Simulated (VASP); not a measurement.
Band structure of C (graphite). Calculation: AM05 GGA, VASP's PBE PAW potentials (set 64) (plane waves; VASP 6.6.1).

Without a dispersion term in the relaxation, distances and binding between the weakly bound layers, chains or molecules are unreliable, and so is what depends on them.

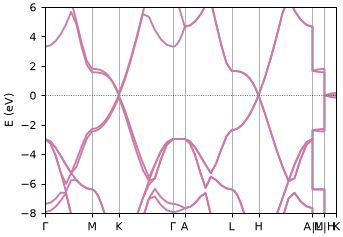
*Bands along high-symmetry lines, zero at the valence-band maximum or, without a gap, the Fermi level*

Task: Read the plot: is there a gap, and where are the band edges?

Result: It has no gap at this level: it comes out as a metal or semimetal. (Edges off the drawn lines would not show.)

The compound is C in the graphite structure. It was relaxed first, which changed the volume by +24 %.
